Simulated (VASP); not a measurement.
# A VASP study of Na2Sb (SCAN): structure first, properties next, part 2 of 5

Aim: relax Na2Sb, then compute properties on the relaxed cell. The cell is generated by rule, not measured, and may not be a known phase. Left out of this account: 1 further run (phonons: its modes failed a check).

VASP 6.6.1; SCAN; plane waves and PAW (Na_pv, Sb); invented cell.

Still holding for the runs below: This run has no spin polarisation. Its electron count is odd, so without a moment it is a metal by construction. The k-mesh is coarse for a metal.

So far. Step 2 (Rough relaxation of the start cell): It ends with forces that vanish by symmetry and a pressure of -0.05 GPa.

## Step 3: Relaxing cell and atoms (SCAN)

Properties are meant for the cell that this level of theory prefers, so cell and atoms are relaxed first (ISIF = 3) until forces and stress are small; EDIFFG sets the threshold.

INCAR

```
SYSTEM = Na2Sb
PREC = Accurate
ENCUT = 400
EDIFF = 1E-06
NELM = 100
ISMEAR = 1
SIGMA = 0.2
LREAL = .FALSE.
ALGO = Normal
METAGGA = SCAN
LASPH = .TRUE.
NBANDS = 15
LORBIT = 11
LWAVE = .FALSE.
LCHARG = .FALSE.
IBRION = 2
NSW = 60
ISIF = 3
EDIFFG = -0.01
```

POSCAR

```
Na2Sb
1.0
    5.1562563099      0.0000000000      0.0000000000
   -2.5781281549      4.4654489534      0.0000000000
    0.0000000000      0.0000000000      3.2815784361
Na Sb
2 1
Direct
    0.3333333300      0.6666666700      0.0000000000
    0.6666666700      0.3333333300      0.0000000000
    0.0000000000      0.0000000000      0.5000000000
```

KPOINTS

```
Automatic mesh
0
Gamma
5 5 6
0 0 0
```

PAW data sets: Na_pv and Sb (PBE family, release 64).

Started as:

```bash
$ mpirun -np 1 vasp_std
```

The program printed:

```text
[banner, memory and clock lines left out]
running    1 mpi-ranks, on    1 nodes
 distrk:  each k-point on    1 cores,    1 groups
 distr:  one band on    1 cores,    1 groups

 POSCAR found type information on POSCAR NaSb
 POSCAR found :  2 types and       3 ions
 [... a notice as in an earlier step ...]

 LDA part: xc-table for (None), standard interpolation
 POSCAR, INCAR and KPOINTS ok, starting setup
 FFT: planning ... GRIDC
 FFT: planning ... GRID_SOFT
 FFT: planning ... GRID
 WAVECAR not read
 entering main loop
       N       E                     dE             d eps       ncg     rms          rms(c)
DAV:   1     0.859020426426E+02    0.85902E+02   -0.87825E+03   600   0.107E+03
DAV:   2    -0.421548889994E+02   -0.12806E+03   -0.12593E+03   677   0.311E+02
DAV:   3    -0.483345696441E+02   -0.61797E+01   -0.61676E+01   740   0.785E+01
DAV:   4    -0.484234846575E+02   -0.88915E-01   -0.88906E-01   712   0.104E+01
DAV:   5    -0.484261869636E+02   -0.27023E-02   -0.27023E-02   814   0.171E+00    0.172E+00
DAV:   6    -0.470270757084E+02    0.13991E+01   -0.51486E-01   670   0.812E+00    0.124E+00
DAV:   7    -0.470081733147E+02    0.18902E-01   -0.22132E-01   600   0.429E+00    0.410E-01
DAV:   8    -0.470110938558E+02   -0.29205E-02   -0.83787E-03   740   0.842E-01    0.261E-01
DAV:   9    -0.470126060197E+02   -0.15122E-02   -0.29429E-03   649   0.575E-01    0.324E-02
DAV:  10    -0.470126156483E+02   -0.96286E-05   -0.11115E-04   761   0.105E-01    0.227E-02
DAV:  11    -0.470126928945E+02   -0.77246E-04   -0.47525E-05   670   0.731E-02    0.613E-03
DAV:  12    -0.470126971324E+02   -0.42379E-05   -0.24629E-06   803   0.150E-02    0.307E-03
DAV:  13    -0.470126904983E+02    0.66341E-05   -0.13157E-06   616   0.124E-02    0.732E-04
DAV:  14    -0.470126920321E+02   -0.15339E-05   -0.13922E-07   377   0.451E-03    0.215E-04
DAV:  15    -0.470126901957E+02    0.18365E-05   -0.25219E-08   342   0.159E-03    0.486E-05
DAV:  16    -0.470126899708E+02    0.22485E-06   -0.30106E-09   342   0.627E-04
   1 F= -.47012690E+02 E0= -.47012733E+02  d E =-.470127E+02
 curvature:   0.00 expect dE= 0.000E+00 dE for cont linesearch  0.000E+00
 trial: gam= 0.00000 g(F)=  0.346E-42 g(S)=  0.707E-02 ort = 0.000E+00 (trialstep = 0.100E+01)
 search vector abs. value=  0.707E-02
 bond charge predicted
       N       E                     dE             d eps       ncg     rms          rms(c)
DAV:   1    -0.470375443153E+02   -0.24854E-01   -0.67016E-01   754   0.132E+01    0.100E+00
DAV:   2    -0.470232723416E+02    0.14272E-01   -0.27635E-02   663   0.269E+00    0.534E-01
DAV:   3    -0.470182282947E+02    0.50440E-02   -0.97194E-03   705   0.149E+00    0.649E-02
DAV:   4    -0.470180790749E+02    0.14922E-03   -0.40059E-04   663   0.267E-01    0.356E-02
DAV:   5    -0.470180609058E+02    0.18169E-04   -0.72306E-05   733   0.139E-01    0.829E-03
DAV:   6    -0.470180713965E+02   -0.10491E-04   -0.18592E-06   641   0.137E-02    0.324E-03
DAV:   7    -0.470180825086E+02   -0.11112E-04   -0.57634E-07   429   0.733E-03    0.541E-04
DAV:   8    -0.470180838857E+02   -0.13771E-05   -0.12311E-07   342   0.243E-03    0.199E-04
DAV:   9    -0.470180843895E+02   -0.50381E-06   -0.20779E-08   321   0.187E-03
   2 F= -.47018084E+02 E0= -.47018109E+02  d E =-.539442E-02
[...]
3 F= -.47018390E+02 E0= -.47018414E+02  d E =-.569998E-02
[...]
4 F= -.47018376E+02 E0= -.47018401E+02  d E =-.568632E-02
 curvature:  -0.31 expect dE=-0.117E-04 dE for cont linesearch -0.768E-06
 ZBRENT: accuracy reached
 trial: gam=-0.01344 g(F)=  0.880E-43 g(S)=  0.380E-04 ort = 0.133E-03 (trialstep = 0.103E+01)
 search vector abs. value=  0.357E-04
 bond charge predicted
       N       E                     dE             d eps       ncg     rms          rms(c)
DAV:   1    -0.470184877057E+02   -0.11102E-03   -0.29709E-03   740   0.785E-01    0.625E-02
DAV:   2    -0.470184513706E+02    0.36335E-04   -0.10861E-04   691   0.149E-01    0.345E-02
DAV:   3    -0.470184333471E+02    0.18024E-04   -0.50675E-05   677   0.894E-02    0.437E-03
DAV:   4    -0.470184286484E+02    0.46987E-05   -0.30308E-06   677   0.223E-02    0.219E-03
DAV:   5    -0.470184231212E+02    0.55272E-05   -0.33159E-07   377   0.654E-03    0.436E-04
DAV:   6    -0.470184229863E+02    0.13490E-06   -0.42174E-08   363   0.204E-03
   5 F= -.47018423E+02 E0= -.47018445E+02  d E =-.466948E-04
 trial-energy change:   -0.000047  1 .order   -0.000025   -0.000037   -0.000013
 step:   1.1153(harm=  1.5831)  dis= 0.00000  next Energy=   -47.018424 (dE=-0.472E-04)
 reached required accuracy - stopping structural energy minimisation
```

The job ended after 4 min (1 MPI rank of Intel Xeon Platinum 8488C (Sapphire Rapids), shared host; peak memory 0.18 GiB).

From OUTCAR (step 3):

```text
  LATTYP: Found a hexagonal cell.
 ALAT       =     5.1562563099
 C/A-ratio  =     0.6364265542

The static configuration has the point symmetry D_6h.

 Found     20 irreducible k-points:

   k-points           NKPTS =     20   k-points in BZ     NKDIM =     20   number of bands    NBANDS=     15

   dimension x,y,z NGX =    36 NGY =   36 NGZ =   24
   dimension x,y,z NGXF=    72 NGYF=   72 NGZF=   48

   ENCUT  =  400.0 eV  29.40 Ry    5.42 a.u.   8.41  8.41  5.35*2*pi/ulx,y,z

   NELECT =      19.0000    total number of electrons

 E-fermi :   4.2883

 k-point     1 :       0.0000    0.0000    0.0000
  band No.  band energies     occupation
    ...
      6     -22.0991      2.00000
      7      -6.5056      2.00000
      8       2.0661      2.00000
      9       2.0661      2.00000
     10       4.2776      1.09012
     11       6.7982     -0.00000
     12       6.7987     -0.00000
     13       8.2830     -0.00000
     14       9.2731      0.00000
     15      11.6632      0.00000

 k-point     2 :       0.2000    0.0000    0.0000
  band No.  band energies     occupation
    ...
      5     -22.1177      2.00000
      6     -22.1012      2.00000
      7      -6.3992      2.00000
      8       0.9930      2.00000
      9       1.8701      2.00000
     10       5.2433     -0.00000
     11       6.6706     -0.00000
     12       7.5631     -0.00000
     13       8.3457      0.00000
     14      10.8085      0.00000
    ...

  Total       -0.0146258     -0.0146258     -0.0117822     -0.0000000     -0.0000000      0.0000000
  in kB       -0.3159995     -0.3159995     -0.2545612     -0.0000000     -0.0000000      0.0000000
  external PRESSURE =      -0.2955201 kB  Pullay stress =       0.0000000 kB

  energy-cutoff  :      400.00
  volume of cell :       74.16
      direct lattice vectors                 reciprocal lattice vectors
     5.137633937 -0.000000000 -0.000000000     0.194642128  0.112376685  0.000000000
    -2.568816968  4.449321505  0.000000000     0.000000000  0.224753369  0.000000000
    -0.000000000 -0.000000000  3.244040802     0.000000000 -0.000000000  0.308257529

 POSITION                                       TOTAL-FORCE (eV/Angst)
 -----------------------------------------------------------------------------------
     -0.00000      2.96621      0.00000         0.000000      0.000000      0.000000
      2.56882      1.48311      0.00000         0.000000     -0.000000     -0.000000
     -2.56882      4.44932      1.62202        -0.000000      0.000000      0.000000
 -----------------------------------------------------------------------------------
    total drift:                               -0.000000      0.000000      0.000000

  FREE ENERGIE OF THE ION-ELECTRON SYSTEM (eV)
  ---------------------------------------------------
  free  energy   TOTEN  =       -47.0184229863 eV

  energy  without entropy=      -47.0184883266  energy(sigma->0) =      -47.01844477

 total charge
# of ion       s       p       d       tot
------------------------------------------
    1        0.066   5.986   0.000   6.052
    2        0.066   5.986   0.000   6.052
    3        1.128   1.292   0.011   2.432
--------------------------------------------------
tot          1.260  13.264   0.011  14.536

[... 3 parts as in an earlier step ...]

[... 6 further parts left out ...]
```

CONTCAR:

```
Na2Sb
   1.00000000000000
     5.1376339365078394   -0.0000000000002082   -0.0000000000000000
    -2.5688169682042807    4.4493215049572079    0.0000000000000000
    -0.0000000000000000   -0.0000000000000000    3.2440408015734588
  Na              Sb
     2     1
Direct
     0.3333333300000021    0.6666666699999979    0.0000000000000000
     0.6666666699999979    0.3333333300000021    0.0000000000000000
     0.0000000000000000    1.0000000000000000    0.5000000000000000
```

Step by step:

```csv
step,energy less that of the first step (eV),largest force (eV/Å),pressure (GPa),volume (Å³)
1,0.0000,0.0000,-0.67,75.56
2,-0.0054,0.0000,-0.22,74.41
3,-0.0057,0.0000,-0.02,74.19
4,-0.0057,0.0000,-0.05,74.22
5,-0.0057,0.0000,-0.03,74.16
```

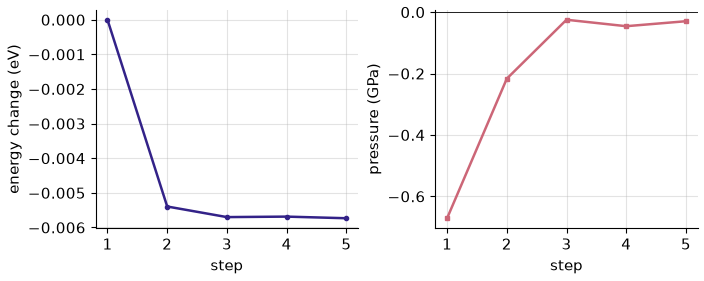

Energy and pressure along the relaxation.

```csv
"conventional cell, symmetrised",before,after,change
a (Å),5.156,5.138,-0.4 %
b (Å),5.156,5.138,-0.4 %
c (Å),3.282,3.244,-1.1 %
volume (Å³/atom),25.19,24.72,-1.9 %
```

Final coordinates:

```xyz
3
Lattice="5.1376 0.0000 0.0000 -2.5688 4.4493 0.0000 0.0000 0.0000 3.2440" Properties=species:S:1:pos:R:3 pbc="T T T"
Na    0.0000    2.9662    0.0000
Na    2.5688    1.4831    0.0000
Sb    0.0000    0.0000    1.6220
```

This step gave:

```yaml
irreducible_k_points: 20
free_energy_toten: -47.02 eV
fermi_energy: 4.288 eV
pressure: -0.02955 GPa
scf_cycles_over_all_ionic_steps: 45
```

It ends with forces that vanish by symmetry and a pressure of -0.03 GPa.

## Step 4: Second relaxation

The basis stayed that of the start cell while the cell moved. A rerun from the cell reached resets it; the error of the finite cutoff stays.

INCAR is that of step 3.

POSCAR

```
Na2Sb
1.0
    5.1376339365      0.0000000000      0.0000000000
   -2.5688169682      4.4493215050      0.0000000000
    0.0000000000      0.0000000000      3.2440408016
Na Sb
2 1
Direct
    0.3333333300      0.6666666700      0.0000000000
    0.6666666700      0.3333333300      0.0000000000
    0.0000000000      0.0000000000      0.5000000000
```

KPOINTS is that of step 3.

Started as:

```bash
$ mpirun -np 1 vasp_std
```

The program printed:

```text
[... set-up lines as in an earlier step ...]
 entering main loop
       N       E                     dE             d eps       ncg     rms          rms(c)
DAV:   1     0.822341058919E+02    0.82234E+02   -0.87045E+03   600   0.107E+03
DAV:   2    -0.420240093068E+02   -0.12426E+03   -0.12259E+03   691   0.306E+02
DAV:   3    -0.483289165984E+02   -0.63049E+01   -0.62696E+01   761   0.780E+01
DAV:   4    -0.484132046709E+02   -0.84288E-01   -0.84262E-01   719   0.101E+01
DAV:   5    -0.484158550496E+02   -0.26504E-02   -0.26502E-02   734   0.168E+00    0.174E+00
DAV:   6    -0.470303608295E+02    0.13855E+01   -0.51982E-01   649   0.814E+00    0.126E+00
DAV:   7    -0.470123281336E+02    0.18033E-01   -0.22331E-01   600   0.429E+00    0.421E-01
DAV:   8    -0.470153879316E+02   -0.30598E-02   -0.83840E-03   754   0.841E-01    0.269E-01
DAV:   9    -0.470168709592E+02   -0.14830E-02   -0.29233E-03   649   0.578E-01    0.323E-02
DAV:  10    -0.470168477973E+02    0.23162E-04   -0.11842E-04   768   0.109E-01    0.218E-02
DAV:  11    -0.470168642701E+02   -0.16473E-04   -0.45779E-05   684   0.692E-02    0.693E-03
DAV:  12    -0.470168645369E+02   -0.26684E-06   -0.28688E-06   754   0.146E-02
   1 F= -.47016865E+02 E0= -.47016886E+02  d E =-.470169E+02
 curvature:   0.00 expect dE= 0.000E+00 dE for cont linesearch  0.000E+00
 trial: gam= 0.00000 g(F)=  0.361E-43 g(S)=  0.354E-04 ort = 0.000E+00 (trialstep = 0.100E+01)
 search vector abs. value=  0.354E-04
 reached required accuracy - stopping structural energy minimisation
```

Wall time 53 s (1 MPI rank); peak memory 0.17 GiB.

From OUTCAR (step 4):

```text
  LATTYP: Found a hexagonal cell.
 ALAT       =     5.1376339365
 C/A-ratio  =     0.6314270035

The static configuration has the point symmetry D_6h.

 Found     20 irreducible k-points:

   ENCUT  =  400.0 eV  29.40 Ry    5.42 a.u.   8.38  8.38  5.29*2*pi/ulx,y,z

   NELECT =      19.0000    total number of electrons

 E-fermi :   4.2883

 k-point     1 :       0.0000    0.0000    0.0000
  band No.  band energies     occupation
    ...
      6     -22.0986      2.00000
      7      -6.5052      2.00000
      8       2.0661      2.00000
      9       2.0662      2.00000
     10       4.2778      1.08876
     11       6.7982     -0.00000
     12       6.7987     -0.00000
     13       8.2827     -0.00000
     14       9.2730      0.00000
     15      11.6639      0.00000

 k-point     2 :       0.2000   -0.0000    0.0000
  band No.  band energies     occupation
    ...
      5     -22.1172      2.00000
      6     -22.1005      2.00000
      7      -6.3988      2.00000
      8       0.9931      2.00000
      9       1.8702      2.00000
     10       5.2434     -0.00000
     11       6.6706     -0.00000
     12       7.5631     -0.00000
     13       8.3454      0.00000
     14      10.8085      0.00000
    ...

  Total       -0.0275103     -0.0275103     -0.0261706     -0.0000000      0.0000000      0.0000000
  in kB       -0.5943787     -0.5943787     -0.5654331     -0.0000000      0.0000000      0.0000000
  external PRESSURE =      -0.5847301 kB  Pullay stress =       0.0000000 kB

  energy-cutoff  :      400.00
  volume of cell :       74.16
      direct lattice vectors                 reciprocal lattice vectors
     5.137633937  0.000000000  0.000000000     0.194642128  0.112376685  0.000000000
    -2.568816968  4.449321505  0.000000000     0.000000000  0.224753369  0.000000000
     0.000000000  0.000000000  3.244040802     0.000000000  0.000000000  0.308257529

 POSITION                                       TOTAL-FORCE (eV/Angst)
 -----------------------------------------------------------------------------------
     -0.00000      2.96621      0.00000         0.000000      0.000000      0.000000
      2.56882      1.48311      0.00000        -0.000000      0.000000     -0.000000
      0.00000      0.00000      1.62202        -0.000000      0.000000      0.000000
 -----------------------------------------------------------------------------------
    total drift:                               -0.000000      0.000000      0.000000

  FREE ENERGIE OF THE ION-ELECTRON SYSTEM (eV)
  ---------------------------------------------------
  free  energy   TOTEN  =       -47.0168645369 eV

  energy  without entropy=      -47.0169298262  energy(sigma->0) =      -47.01688630

 total charge
# of ion       s       p       d       tot
------------------------------------------
    1        0.066   5.986   0.000   6.052
    2        0.066   5.986   0.000   6.052
    3        1.128   1.293   0.011   2.432
--------------------------------------------------
tot          1.260  13.264   0.011  14.536

[... 5 parts as in an earlier step ...]

[... 6 further parts left out ...]
```

Little changed from the start: no atom moved by 0.005 Å and no cell edge by 0.1 %.

This step gave:

* pressure: -0.05847 GPa
* SCF cycles over all ionic steps: 12

It ends with forces that vanish by symmetry and a pressure of -0.06 GPa. The volume moved by under 0.01 %: the run met its threshold at the first step.

## Step 5: Density, ELF and potential (SCAN)

A single point on the relaxed cell gives a clean self-consistent state, with density, ELF and potential written out.

Edit INCAR of step 4 so:

```diff
@@ -14,6 +14,5 @@
 LWAVE = .FALSE.
-LCHARG = .FALSE.
-IBRION = 2
-NSW = 60
-ISIF = 3
-EDIFFG = -0.01
+LCHARG = .TRUE.
+ISIF = 2
+LELF = .TRUE.
+LVHAR = .TRUE.
```

POSCAR is that of step 4.

KPOINTS is that of step 4.

Started as:

```bash
$ mpirun -np 1 vasp_std
```

The program printed:

```text
[... set-up lines as in an earlier step ...]
 entering main loop
       N       E                     dE             d eps       ncg     rms          rms(c)
[... 12 cycles as in an earlier step ...]
   1 F= -.47016865E+02 E0= -.47016886E+02  d E =0.652893E-04
```

The job ended after 68 s (1 MPI rank; peak memory 0.17 GiB).

From OUTCAR (step 5):

```text
   NELECT =      19.0000    total number of electrons

 E-fermi :   4.2883

[... 20 parts as in an earlier step ...]

[... 2 further parts left out ...]
```

Numbers from this step:

| Item | Value |
| --- | --- |
| SCF cycles | 12 |

Valence electrons inside each PAW sphere by angular momentum. Sphere charges, by row:

```csv
atom,s (e),p (e),d (e),tot (e)
Na1,0.066,5.986,0,6.052
Na2,0.066,5.986,0,6.052
Sb3,1.128,1.293,0.011,2.432
```

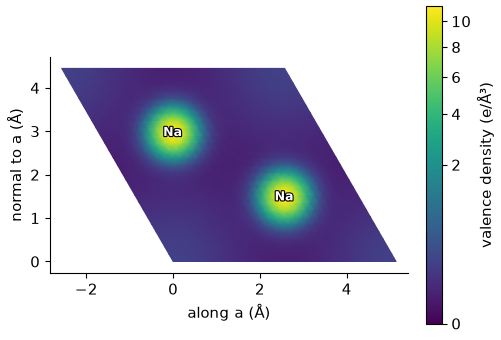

Valence density in the ab plane at fractional z = 0.000, with atoms of Na within 0.2 Å of it. It is the smooth field of the valence electrons, not physical close to the nuclei. The colour scale is stretched toward low values.

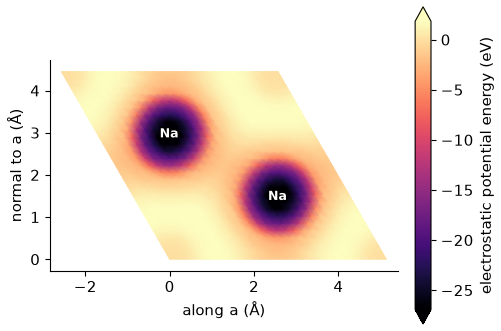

Electrostatic potential energy in the ab plane at fractional z = 0.000, with atoms of Na within 0.2 Å of it. With pseudopotentials it is smooth inside the atoms' cores, unlike the true potential.

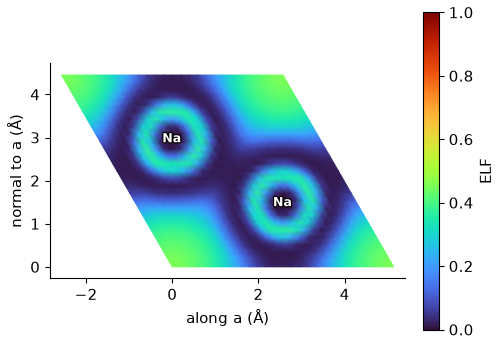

ELF in the ab plane at fractional z = 0.000, with atoms of Na within 0.2 Å of it. It is the smooth field of the valence electrons, not physical close to the nuclei.

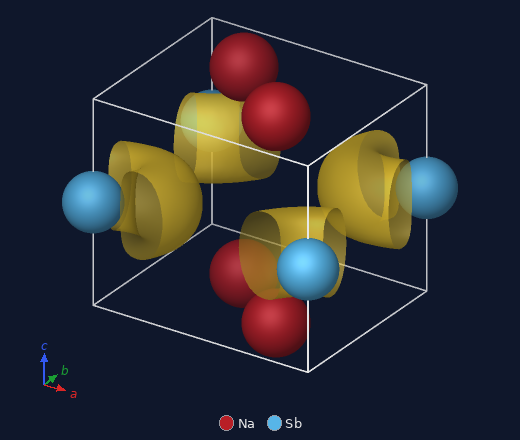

Surface of ELF = 0.81.

In this run the pressure is -0.06 GPa, small enough to go on.

(Part 2 of 5 ends here.)

[Lines on the potential files, build, host, timing and source positions are cut from VASP's logs without a mark.]

[Logs are printed without paths, hosts, clocks, repeated set-up lines and the standing remarks that a program may print on its own settings, such as how far it seeks lower states.]

[Hosts, paths, dates, database ids (printed as entryN), source tags and the programs' standing remarks are cut or masked in the printed files.]

[A measured line is paired with the nearest computed mode of its activity, which favours agreement.]
